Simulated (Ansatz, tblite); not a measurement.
**(ClGaNH)4 cubane (Cl₄Ga₄H₄N₄): spin-state energies by level**

Is the singlet the ground state of (ClGaNH)4 cubane (Cl₄Ga₄H₄N₄)? Other spin states are computed and compared level by level.

Method: as each input shows; program: Ansatz 0.2.0, Gaussian basis.

The runs, in order: triplet, at the geometry of the singlet (GFN1-xTB, GFN2-xTB, PBE0-D4/def2-TZVP, PBE-D4/def2-TZVP, r2SCAN-D4/def2-TZVP); the singlet's energies come from earlier runs.

### Step 1. The geometry

The geometry is that of the singlet, from an earlier relaxation (PBE-D4/def2-SVP).

16 atoms, charge 0, spin multiplicity 1.

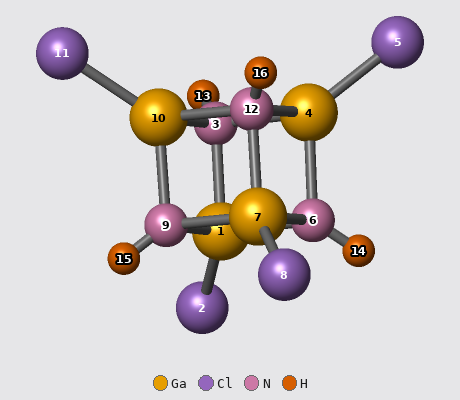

The structure; gallium amber, chlorine purple, nitrogen pink, hydrogen orange; atoms are numbered from 1 in the order of the file.

Coordinates:

```xyz
16
charge 0, multiplicity 1
Ga   -1.1530    1.2522   -0.3884
Cl   -2.5770    2.7987   -0.8686
N     0.7891    1.5138   -0.0203
Ga    1.2654   -0.0194   -1.2029
Cl    2.8284   -0.0436   -2.6882
N    -0.6792   -0.3084   -1.5357
Ga   -0.8070   -1.5481    0.0208
Cl   -1.8039   -3.4600    0.0465
N    -1.2373    0.0190    1.1761
Ga    0.6947    0.3153    1.5705
Cl    1.5521    0.7052    3.5102
N     1.1275   -1.2244    0.3800
H     1.2633    2.4234   -0.0326
H    -1.0873   -0.4937   -2.4584
H    -1.9808    0.0304    1.8828
H     1.8050   -1.9602    0.6080
```

### Step 2. Triplet at the fixed geometry, GFN1-xTB

Tight binding, by tblite at 300 K electronic temperature and without a spin-polarisation term:

```python
tblite.interface.Calculator('GFN1-xTB', numbers, positions, charge=0, uhf=2).singlepoint()
```

Energy -1016.9444 eV; 0.04 s.

### Step 3. Triplet at the fixed geometry, GFN2-xTB

Tight binding, by tblite at 300 K electronic temperature and without a spin-polarisation term:

```python
tblite.interface.Calculator('GFN2-xTB', numbers, positions, charge=0, uhf=2).singlepoint()
```

Energy -1007.0321 eV; 0.049 s.

### Step 4. Triplet at the fixed geometry, PBE0-D4/def2-TZVP

in.yaml

```yaml
crystal:
  periodic: [false, false, false]
  atoms:
    - {symbol: Ga, position_ang: [-1.153018, 1.252211, -0.388423]}
    - {symbol: Cl, position_ang: [-2.577010, 2.798669, -0.868550]}
    - {symbol: N, position_ang: [0.789124, 1.513787, -0.020349]}
    - {symbol: Ga, position_ang: [1.265388, -0.019426, -1.202864]}
    - {symbol: Cl, position_ang: [2.828425, -0.043613, -2.688170]}
    - {symbol: N, position_ang: [-0.679169, -0.308430, -1.535671]}
    - {symbol: Ga, position_ang: [-0.807016, -1.548140, 0.020813]}
    - {symbol: Cl, position_ang: [-1.803891, -3.460049, 0.046507]}
    - {symbol: N, position_ang: [-1.237347, 0.019016, 1.176086]}
    - {symbol: Ga, position_ang: [0.694708, 0.315319, 1.570489]}
    - {symbol: Cl, position_ang: [1.552135, 0.705201, 3.510238]}
    - {symbol: N, position_ang: [1.127475, -1.224441, 0.379980]}
    - {symbol: H, position_ang: [1.263304, 2.423370, -0.032570]}
    - {symbol: H, position_ang: [-1.087320, -0.493670, -2.458404]}
    - {symbol: H, position_ang: [-1.980788, 0.030353, 1.882842]}
    - {symbol: H, position_ang: [1.805009, -1.960160, 0.608026]}
basis:
  gaussian: {orbitals: def2-TZVP, fitting: {mean_field: def2-universal-jkfit}}
magnetization: {spin_polarized: true, initial_magnetization: 2}
hamiltonian: {xc: pbe0, dispersion: d4}
scf: {omitted_lower_state_checks: [starts]}
output: {orbitals: {seedname: orbitals}}
```

Run with:

```bash
$ ansatz run in.yaml --threads 2 --pin off --events-out ev --progress --plain --max-ram 32768MiB --backend cuda --devices 0, --max-vram 18GiB
```

Output:

```text
Functional definition: PBE0
  name "PBE0"
  cite "Adamo & Barone, J. Chem. Phys. 110, 6158 (1999) doi:10.1063/1.478522"
  cite "Perdew, Burke & Ernzerhof, Phys. Rev. Lett. 77, 3865 (1996) doi:10.1103/PhysRevLett.77.3865"
  parent pbe
  parameter a = 0.25
  parameter kappa = 0.804
  parameter beta = 0.06672455060314922
  exchange = (1 - a)*pbe_x(kappa = kappa, mu = beta*pi^2/3) + a*exact_x
  correlation = pbe_c(beta = beta)
these checks for a lower state are left out or cut short: starts
1956 factors; integrals over basis functions are off by at most 4.0e-1 eV
mean field evaluation 1: about -265558.1788 eV, gradient 9.2e1 eV
mean field evaluation 2: about -265450.6574 eV, gradient 1.7e2 eV
mean field evaluation 4: about -265586.0949 eV, gradient 2.7e1 eV
mean field evaluation 8: about -265589.3743 eV, gradient 1.6e0 eV
mean field evaluation 16: about -265589.3853 eV, gradient 3.6e-2 eV
mean field evaluation 32: about -265589.3867 eV, gradient 1.8e-4 eV
mean field -265589.38670785 eV, -9760.2299385615 hartree, gradient 7.6e-6 eV, S^2 2.010307; 0 other end points of the search recorded, 0 dependent functions left out
reference -265589.38675746 eV, -9760.2299403845 hartree; 113, 111 occupied and 375, 377 virtual orbitals, 1956 factors
Total energy: -265590.34999755 eV, -9760.2653388049 hartree
Checks for a lower state left out: starts
```

Wall time 14 s (1 × H100 (card shared with other runs) with 2 threads of AMD EPYC 7R13, shared host); peak host memory 1.1 GiB.

HOMO -3.25 eV, LUMO -7.16 eV (over both spins; with the spin held, an empty level of the minority spin lies below the top filled one); ⟨S²⟩ 2.010 (pure: 2.00).

### Step 5. Triplet at the fixed geometry, PBE-D4/def2-TZVP

start.molden holds the orbitals of an earlier run on this state, given as this run's starting guess.

Edit in.yaml of step 4 so:

```diff
@@ -20,5 +20,5 @@
 basis:
-  gaussian: {orbitals: def2-TZVP, fitting: {mean_field: def2-universal-jkfit}}
+  gaussian: {orbitals: def2-TZVP, fitting: {mean_field: def2-universal-jkfit}, initial_orbitals: start.molden}
 magnetization: {spin_polarized: true, initial_magnetization: 2}
-hamiltonian: {xc: pbe0, dispersion: d4}
+hamiltonian: {xc: pbe, dispersion: d4}
 scf: {omitted_lower_state_checks: [starts]}
```

Launched as before.

Output:

```text
Functional definition: PBE
  name "PBE"
  cite "Perdew, Burke & Ernzerhof, Phys. Rev. Lett. 77, 3865 (1996) doi:10.1103/PhysRevLett.77.3865"
  parent pbe
  parameter kappa = 0.804
  parameter beta = 0.06672455060314922
  exchange = pbe_x(kappa = kappa, mu = beta*pi^2/3)
  correlation = pbe_c(beta = beta)
these checks for a lower state are left out or cut short: starts
1956 factors; integrals over basis functions are off by at most 4.0e-1 eV
mean field evaluation 1: about -265581.0299 eV, gradient 1.7e1 eV
mean field evaluation 2: about -265581.4959 eV, gradient 6.7e-1 eV
mean field evaluation 4: about -265581.5201 eV, gradient 2.2e-1 eV
mean field evaluation 8: about -265581.5582 eV, gradient 1.1e-1 eV
mean field evaluation 16: about -265581.5687 eV, gradient 2.0e-4 eV
mean field -265581.56871507 eV, -9759.9426326261 hartree, gradient 3.9e-6 eV, S^2 2.001782; 0 other end points of the search recorded, 0 dependent functions left out
reference -265581.56878075 eV, -9759.9426350397 hartree; 113, 111 occupied and 375, 377 virtual orbitals, 1956 factors
Total energy: -265582.66486735 eV, -9759.9829154791 hartree
Checks for a lower state left out: starts
```

Run time: 9.5 s. Hardware: 1 × H100 (card shared with other runs) with 2 threads of AMD EPYC 7R13, shared host; peak host memory 1.1 GiB.

From the report: HOMO -2.89 eV, LUMO -7.24 eV (over both spins; with the spin held, an empty level of the minority spin lies below the top filled one); ⟨S²⟩ 2.002 (pure: 2.00).

### Step 6. Triplet at the fixed geometry, r2SCAN-D4/def2-TZVP

Edit in.yaml of step 5 so:

```diff
@@ -22,3 +22,3 @@
 magnetization: {spin_polarized: true, initial_magnetization: 2}
-hamiltonian: {xc: pbe, dispersion: d4}
+hamiltonian: {xc: r2scan, dispersion: d4}
 scf: {omitted_lower_state_checks: [starts]}
```

The command is unchanged.

Output (excerpt; [...] marks lines left out):

```text
Functional definition: r2SCAN
  name "r2SCAN"
  cite "Furness, Kaplan, Ning, Perdew & Sun, J. Phys. Chem. Lett. 11, 8208 (2020) doi:10.1021/acs.jpclett.0c02405"
  cite "Furness, Kaplan, Ning, Perdew & Sun, J. Phys. Chem. Lett. 11, 9248 (2020) doi:10.1021/acs.jpclett.0c03077"
  parent r2scan
[...]
1956 factors; integrals over basis functions are off by at most 4.0e-1 eV
[...]
mean field -265633.45262254 eV, -9761.8493310573 hartree, gradient 6.8e-6 eV, S^2 2.004366; 0 other end points of the search recorded, 0 dependent functions left out
reference -265633.45264365 eV, -9761.8493318330 hartree; 113, 111 occupied and 375, 377 virtual orbitals, 1956 factors
Total energy: -265633.72811612 eV, -9761.8594552597 hartree
Checks for a lower state left out: starts
```

It took 13 s on 1 × H100 (card shared with other runs) with 2 threads of AMD EPYC 7R13, shared host; peak host memory 1.2 GiB.

Report: HOMO -2.79 eV, LUMO -7.45 eV (over both spins; with the spin held, an empty level of the minority spin lies below the top filled one); ⟨S²⟩ 2.004 (pure: 2.00).

### Step 7. Triplet less singlet, vertical

The singlet's energies are those of its earlier runs, whose logs aren't repeated here.

```
              level  triplet less singlet, vertical (kJ/mol)     time
           GFN1-xTB                                   +398.3  0.073 s
           GFN2-xTB                                   +357.9  0.086 s
   PBE-D4/def2-TZVP                                   +423.3     16 s
r2SCAN-D4/def2-TZVP                                   +465.2     20 s
  PBE0-D4/def2-TZVP                                   +508.6     21 s
```

Times add the two runs; a level without a time comes out of a correlated run. Tight binding without a spin term can't rank spin states.

### Step 8. Outcome

| quantity | value |
| --- | --- |
| triplet less singlet, vertical, functionals in def2-TZVP | +423.3 (PBE-D4) to +508.6 kJ/mol (PBE0-D4) |

All functionals put the triplet above the singlet, over a spread of 85.2 kJ/mol. The checks for a lower triplet were left out, so another state of that spin may lie lower. These are electronic energies, without zero-point motion, entropy or surroundings.
